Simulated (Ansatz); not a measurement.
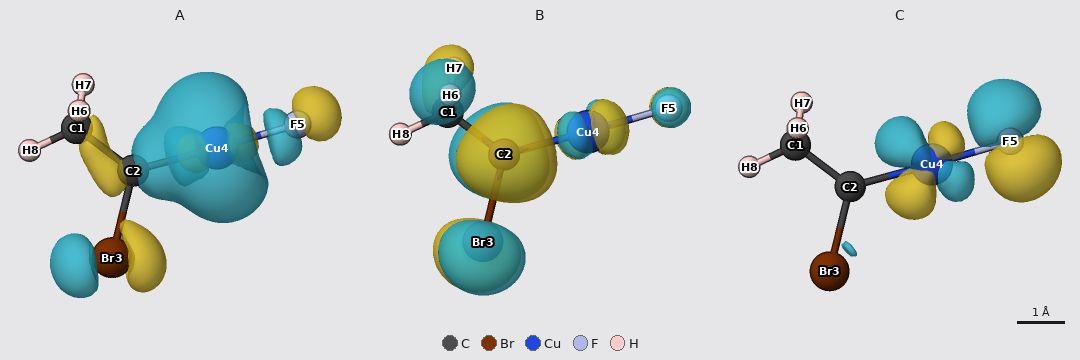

The picture shows: C2H3BrCuF. Three frontier orbitals at ±0.1 Å⁻³ᐟ² (yellow and cyan are the two phases), in no order.

Geometry: PBE0-D3(BJ)/def2-SVP.

Computed with Ansatz 0.2.0, isolated molecule in a Gaussian basis; Kohn-Sham density functional theory, functional PBE0.

Input

```
crystal:
  periodic: [false, false, false]
  atoms:
    - {symbol: C, position_ang: [-0.776320, 0.386914, 0.512446]}
    - {symbol: C, position_ang: [-0.388809, -0.412250, 1.689299]}
    - {symbol: Br, position_ang: [-1.814289, -1.328304, 2.455982]}
    - {symbol: Cu, position_ang: [1.244510, -0.543130, 2.457014]}
    - {symbol: F, position_ang: [2.833912, -0.640923, 3.177605]}
    - {symbol: H, position_ang: [-0.794769, 1.439305, 0.861802]}
    - {symbol: H, position_ang: [0.028412, 0.352378, -0.239768]}
    - {symbol: H, position_ang: [-1.753017, 0.148355, 0.066359]}
basis:
  gaussian:
    orbitals: def2-TZVPD
hamiltonian:
  xc: {name: PBE0}
output:
  forces: true
  orbitals: {seedname: orbitals}
```

Command:

```sh
ansatz run input.yaml --threads 2 --pin off --max-ram 4350MiB --events-out events.jsonl --progress --plain --runs-dir runs
```

Q: Order the three orbitals by energy and name them.

A: C is the HOMO−1 (−7.95 eV). Its weight (Hirshfeld) is mainly on Cu4 (about 50 %) and F5 (about 45 %). A is the HOMO (−7.43 eV). Its weight (Hirshfeld) is mainly on Cu4 (about 70 %), C2 (about 10 %), Br3 (about 10 %) and F5 (about 10 %). B is the LUMO (−3.82 eV). It lies mainly on C2 (about 45 %), Cu4 (about 20 %), Br3 (about 20 %) and C1 (about 5 %).

Q: What is the HOMO–LUMO gap?

A: 3.61 eV between the orbital energies.
